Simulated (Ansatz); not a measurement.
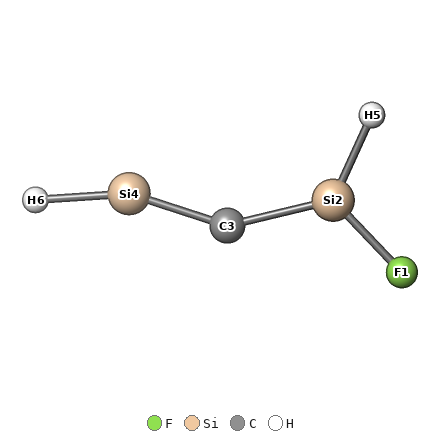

The system is CH₂FSi₂, SMILES F[SiH+]C#[SiH], charge +1; the picture shows the reference structure. First axis: angle Si2–C3–Si4. Second axis: change of the bonds C3–Si2, C3–Si4, all alike. Nothing is relaxed (all other coordinates rigid). The scan uses an 11 × 11 grid. Points are written as (first, second). Energies: kcal/mol, counted from the relaxed molecule at the same level. The calculation used Ansatz 0.2.0, RKS PBE0-D4/def2-TZVP.

Its coordinates:

```yaml
atoms:
  - { symbol: F, position_ang: [-0.8853, -2.3234, 0.8406] }
  - { symbol: Si, position_ang: [-0.5127, -0.8174, 0.8838] }
  - { symbol: C, position_ang: [0.1544, -0.0571, -0.4950] }
  - { symbol: Si, position_ang: [0.7361, 1.2838, -1.1870] }
  - { symbol: H, position_ang: [-0.8077, -0.2281, 2.1924] }
  - { symbol: H, position_ang: [1.3152, 2.1422, -2.2350] }
```

Range: angle Si2–C3–Si4 from 103.7 to 180.0°; change of the bonds C3–Si2, C3–Si4, all alike from −0.183 to 0.283 Å.

**What landscape does the calculation give?**

The lowest grid point is at (149.5°, 0.003 Å), 0.012 kcal/mol from the relaxed molecule at the same level. No other kind of well shows on this grid. The highest grid point, (103.7°, −0.183 Å), lies 61.8 kcal/mol above the lowest.

```csv
"second ↓, first →",103.7,111.3,118.9,126.5,134.2,141.8,149.5,157.1,164.7,172.4,180.0
0.283,37.1,37.9,39.3,41.0,43.0,45.1,47.3,49.6,51.8,54.0,56.0
0.236,28.0,28.3,29.2,30.5,32.0,33.7,35.5,37.3,39.2,41.0,42.7
0.190,20.1,19.8,20.2,21.0,22.1,23.4,24.8,26.2,27.7,29.2,30.7
0.143,13.4,12.5,12.4,12.7,13.3,14.1,15.1,16.2,17.4,18.6,19.9
0.096,8.7,7.1,6.4,6.2,6.3,6.8,7.4,8.1,9.0,10.0,11.1
0.050,6.5,4.2,2.8,2.2,1.9,1.9,2.2,2.6,3.2,4.0,5.0
0.003,7.5,4.3,2.4,1.2,0.5,0.1,0.0,0.2,0.6,1.1,1.9
−0.043,12.3,8.4,5.8,4.1,2.9,2.2,1.8,1.7,1.9,2.3,2.9
−0.090,22.3,17.5,14.2,12.0,10.4,9.3,8.6,8.3,8.2,8.5,9.0
−0.136,38.1,32.5,28.5,25.7,23.7,22.3,21.3,20.8,20.5,20.6,21.1
−0.183,61.8,55.2,50.6,47.3,44.9,43.1,41.9,41.1,40.7,40.7,41.0
```

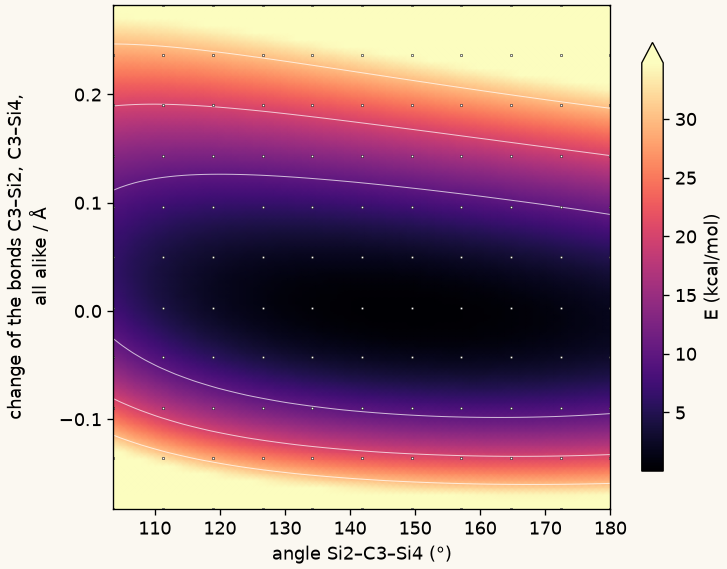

The picture shows a smooth colour map with a few white contour lines, dots at the grid points, one colour for all values above the top of the scale. Between grid points the surface is interpolated.

Time for the 121 points that were run: 11 min on 1 thread of Arm Neoverse V1, with other jobs on the host.
